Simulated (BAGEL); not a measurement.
# BNH2Cl2 (BCl2(NH2)): HF/6-311+G(d,p) (density fitting with qzvpp-jkfit)

What is the vertical ionisation energy of BNH2Cl2 (BCl2(NH2)) at HF/6-311+G** (density fitting with qzvpp-jkfit)? 

Program for the calculation: BAGEL 1.2.2.

2 further runs of the same task are left out: 2 that didn't finish. Runs told in other sessions of the task aren't counted.

## (1) The structure to begin with

The species is BNH2Cl2 (6 atoms), meant as a singlet with charge 0. As SMILES, `NB(Cl)Cl`. The coordinates come from a GFN2-xTB relaxation.

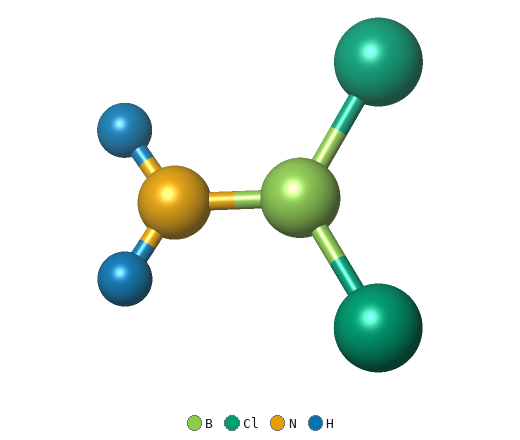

The structure, seen from a chosen angle (boron green, chlorine teal, nitrogen amber, hydrogen blue).

## (2) The energy at HF/6-311+G(d,p) (density fitting with qzvpp-jkfit)

Input file input.json:

```json
{ "bagel": [

{
  "title": "molecule",
  "basis": "6-311+gss.json",
  "df_basis": "qzvpp-jkfit",
  "angstrom": "true",
  "geometry": [
    { "atom": "B", "xyz": [    0.292890,    0.511460,    0.004020 ] },
    { "atom": "Cl", "xyz": [    1.965580,    0.537960,    0.461330 ] },
    { "atom": "Cl", "xyz": [   -0.517930,    1.975810,   -0.445570 ] },
    { "atom": "N", "xyz": [   -0.398200,   -0.689810,   -0.003320 ] },
    { "atom": "H", "xyz": [   -1.366870,   -0.767900,   -0.264590 ] },
    { "atom": "H", "xyz": [    0.024530,   -1.567520,    0.248130 ] }
  ]
},
{ "title": "hf" },
{ "title": "print", "file": "orbitals.molden", "orbitals": "true" }

]}
```

The basis set 6-311+G** is read from a file made from the Basis Set Exchange's data (not shown).

Launch:

```sh
$ BAGEL_NUM_THREADS=1 BAGEL input.json > input.out
```

Log:

```text
* using 1 threads per process

  ===============================================================
  ===============================================================

  *** Geometry ***

  { "atom" : "B", "xyz" : [      0.553482,      0.966519,      0.007597 ] },
  { "atom" : "Cl", "xyz" : [      3.714408,      1.016597,      0.871787 ] },
  { "atom" : "Cl", "xyz" : [     -0.978746,      3.733740,     -0.842005 ] },
  { "atom" : "N", "xyz" : [     -0.752489,     -1.303552,     -0.006274 ] },
  { "atom" : "H", "xyz" : [     -2.583010,     -1.451121,     -0.500003 ] },
  { "atom" : "H", "xyz" : [      0.046355,     -2.962183,      0.468898 ] },

  Number of auxiliary basis functions:      444

  Since a DF basis is specified, we compute 2- and 3-index integrals:
    o Being stored without compression. Storage requirement is 0.048 GB

  Number of basis functions:      116
  Number of electrons      :       48

    * METHOD: MOLECULE                             0.23

  *** RHF ***

  === Nuclear Repulsion ===
   184.0082060294

      * DIIS with orbital gradients will be used.

  === RHF iteration (6-311+gss.json) ===
      0       -999.24674686          0.02324560           0.11
      1       -999.41463359          0.01408342           0.11
      2       -999.47814780          0.00140866           0.11
      3       -999.47954537          0.00036051           0.11
      4       -999.47963811          0.00008121           0.11
      5       -999.47964386          0.00002715           0.11
      6       -999.47964465          0.00001106           0.11
      7       -999.47964479          0.00000211           0.11
      8       -999.47964480          0.00000069           0.11
      9       -999.47964480          0.00000037           0.11
     10       -999.47964480          0.00000006           0.11
     11       -999.47964480          0.00000003           0.11
     12       -999.47964480          0.00000001           0.11
    * SCF iteration converged.

    * Permanent dipole moment:
           (    0.552927,     0.957096,     0.008745) a.u.

    * METHOD: HF                                   1.68

    * METHOD: PRINT                                0.02

  ===============================================================
```

Run time: 2.1 s. Hardware: 1 thread of Arm Neoverse V2, shared host; peak memory 0.15 GiB.

## (3) The doublet cation at the same level

Input file calc.json:

```json
{ "bagel": [

{
  "title": "molecule",
  "basis": "6-311+gss.json",
  "df_basis": "qzvpp-jkfit",
  "angstrom": true,
  "geometry": [
    { "atom": "B", "xyz": [       0.292890,       0.511460,       0.004020 ] },
    { "atom": "Cl", "xyz": [       1.965580,       0.537960,       0.461330 ] },
    { "atom": "Cl", "xyz": [      -0.517930,       1.975810,      -0.445570 ] },
    { "atom": "N", "xyz": [      -0.398200,      -0.689810,      -0.003320 ] },
    { "atom": "H", "xyz": [      -1.366870,      -0.767900,      -0.264590 ] },
    { "atom": "H", "xyz": [       0.024530,      -1.567520,       0.248130 ] }
  ]
},

{ "title": "uhf", "charge": 1, "nopen": 1 },

{ "title": "print", "file": "orbitals.molden", "orbitals": true }

]}
```

The basis set 6-311+G** is read from a file made from the Basis Set Exchange's data (not shown).

Launch:

```sh
$ BAGEL_NUM_THREADS=1 BAGEL calc.json > calc.out
```

Log:

```text
* using 1 threads per process

  ===============================================================
  ===============================================================

  *** Geometry ***

  { "atom" : "B", "xyz" : [      0.553482,      0.966519,      0.007597 ] },
  { "atom" : "Cl", "xyz" : [      3.714408,      1.016597,      0.871787 ] },
  { "atom" : "Cl", "xyz" : [     -0.978746,      3.733740,     -0.842005 ] },
  { "atom" : "N", "xyz" : [     -0.752489,     -1.303552,     -0.006274 ] },
  { "atom" : "H", "xyz" : [     -2.583010,     -1.451121,     -0.500003 ] },
  { "atom" : "H", "xyz" : [      0.046355,     -2.962183,      0.468898 ] },

  Number of auxiliary basis functions:      444

  Since a DF basis is specified, we compute 2- and 3-index integrals:
    o Being stored without compression. Storage requirement is 0.048 GB

  Number of basis functions:      116
  Number of electrons      :       48

    * METHOD: MOLECULE                             0.23

  *** Open-shell HF ***

  === Nuclear Repulsion ===
   184.0082060294

      * DIIS with orbital gradients will be used.

  === UHF iteration (6-311+gss.json) ===
      0       -998.82001292          0.04710407           0.22
      1       -998.98622395          0.03126739           0.23
      2       -999.03832886          0.01893324           0.23
      3       -999.06841626          0.00101509           0.23
      4       -999.06883356          0.00025636           0.23
      5       -999.06887641          0.00009751           0.23
      6       -999.06888911          0.00004661           0.23
      7       -999.06889449          0.00002982           0.22
      8       -999.06889681          0.00002412           0.22
      9       -999.06889802          0.00002503           0.23
     10       -999.06889785          0.00002476           0.23
     11       -999.06889743          0.00002298           0.22
     12       -999.06889669          0.00001785           0.23
     13       -999.06889608          0.00001007           0.23
     14       -999.06889587          0.00000517           0.23
     15       -999.06889588          0.00000393           0.23
     16       -999.06889588          0.00000343           0.23
     17       -999.06889589          0.00000278           0.23
     18       -999.06889589          0.00000206           0.23
     19       -999.06889590          0.00000188           0.23
     20       -999.06889590          0.00000196           0.23
     21       -999.06889589          0.00000143           0.23
     22       -999.06889588          0.00000050           0.23
     23       -999.06889588          0.00000039           0.23
     24       -999.06889588          0.00000033           0.23
     25       -999.06889588          0.00000028           0.23
     26       -999.06889588          0.00000021           0.23
     27       -999.06889588          0.00000015           0.22
     28       -999.06889588          0.00000013           0.23
     29       -999.06889588          0.00000012           0.23
     30       -999.06889588          0.00000012           0.23
     31       -999.06889588          0.00000012           0.23
     32       -999.06889588          0.00000012           0.23
     33       -999.06889588          0.00000012           0.23
     34       -999.06889588          0.00000012           0.23
     35       -999.06889588          0.00000011           0.23
     36       -999.06889588          0.00000011           0.23
     37       -999.06889588          0.00000008           0.22
     38       -999.06889588          0.00000007           0.23
     39       -999.06889588          0.00000006           0.23
     40       -999.06889588          0.00000005           0.23
     41       -999.06889588          0.00000005           0.23
     42       -999.06889588          0.00000004           0.23
     43       -999.06889588          0.00000003           0.23
     44       -999.06889588          0.00000002           0.23
     45       -999.06889588          0.00000002           0.23
     46       -999.06889588          0.00000002           0.22
     47       -999.06889588          0.00000002           0.23
     48       -999.06889588          0.00000002           0.23
     49       -999.06889588          0.00000002           0.23
     50       -999.06889588          0.00000002           0.23
     51       -999.06889588          0.00000002           0.23
     52       -999.06889588          0.00000002           0.23
     53       -999.06889588          0.00000002           0.23
     54       -999.06889588          0.00000002           0.23
     55       -999.06889588          0.00000001           0.23
     56       -999.06889588          0.00000001           0.23
     57       -999.06889588          0.00000001           0.23
    * SCF iteration converged.

    * S^2 (UHF) is 0.7818

    * Permanent dipole moment:
           (    0.340829,     0.582274,     0.007502) a.u.

    * METHOD: UHF                                 13.37

    * METHOD: PRINT                                0.02

  ===============================================================
```

Wall time 14 s (1 thread of Arm Neoverse V2, shared host); peak memory 0.15 GiB.

## (4) What came out

Level: HF/6-311+G** (density fitting with qzvpp-jkfit).

| quantity | value |
| --- | --- |
| singlet BNH2Cl2: total energy | -999.47964 Eh |
| singlet BNH2Cl2: dipole moment | 2.81 D |
| singlet BNH2Cl2: HOMO energy | -11.94 eV |
| singlet BNH2Cl2: LUMO energy | 1.23 eV |
| singlet BNH2Cl2: HOMO–LUMO gap | 13.17 eV |
| doublet cation: total energy | -999.06890 Eh |
| doublet cation: ⟨S²⟩ | 0.782 |
| vertical ionisation energy (to the doublet cation) | 11.177 eV |

Removing an electron at fixed nuclei costs 11.18 eV (258 kcal/mol). −ε(HOMO) before ionisation, 11.94 eV, is 0.76 eV above this ionisation energy.
